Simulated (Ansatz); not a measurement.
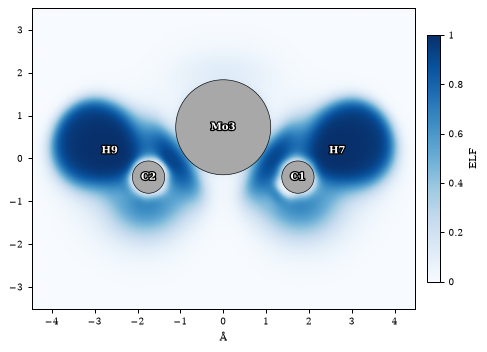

Figure. C$_{2}$H$_{6}$MoO$_{2}$ (SMILES [CH3][Mo]([CH3])(=[O])=[O]). Electron localisation function on the plane of atoms Mo3, C2 and H9. Grey discs cover the atomic cores.

Geometry: PBE0-D4/def2-SVP; core potentials replace the inner electrons of Mo.

Method: Ansatz 0.2.0, isolated molecule in a Gaussian basis; Kohn-Sham density functional theory, functional PBE0.

Input

```
crystal:
  periodic: [false, false, false]
  atoms:
    - {symbol: C, position_ang: [-0.447807, -0.211302, 1.410083]}
    - {symbol: C, position_ang: [2.141827, 1.494782, -0.182733]}
    - {symbol: Mo, position_ang: [0.072584, 1.186656, -0.061741]}
    - {symbol: O, position_ang: [-0.471234, 0.630441, -1.541751]}
    - {symbol: O, position_ang: [-0.663238, 2.643237, 0.302233]}
    - {symbol: H, position_ang: [-0.086466, 0.151027, 2.388015]}
    - {symbol: H, position_ang: [-1.536666, -0.363280, 1.473078]}
    - {symbol: H, position_ang: [0.028697, -1.177157, 1.169099]}
    - {symbol: H, position_ang: [2.408869, 2.224403, -0.963133]}
    - {symbol: H, position_ang: [2.631010, 0.533775, -0.418060]}
    - {symbol: H, position_ang: [2.503958, 1.871286, 0.789429]}
basis:
  gaussian:
    orbitals: def2-TZVPD
hamiltonian:
  xc: pbe0
output: {forces: true, orbitals: {seedname: orbitals}}
```

Launched as:

```sh
ansatz run input.yaml --threads 2 --pin off --max-ram 5220MiB --events-out events.jsonl --progress --plain --runs-dir runs
```

Question: Read the bonding off the picture.

Answer: Atoms in the plane: C, Mo and H.
C–Mo (2.10 Å): the ELF peaks at about 0.90 in the valence shell of C, 0.6 Å from its nucleus, and is about 0.55 at the midpoint.
C–H (1.10 Å): the ELF climbs to about 1 towards the hydrogen, as it does in any bond to H (an ordinary covalent bond to hydrogen).
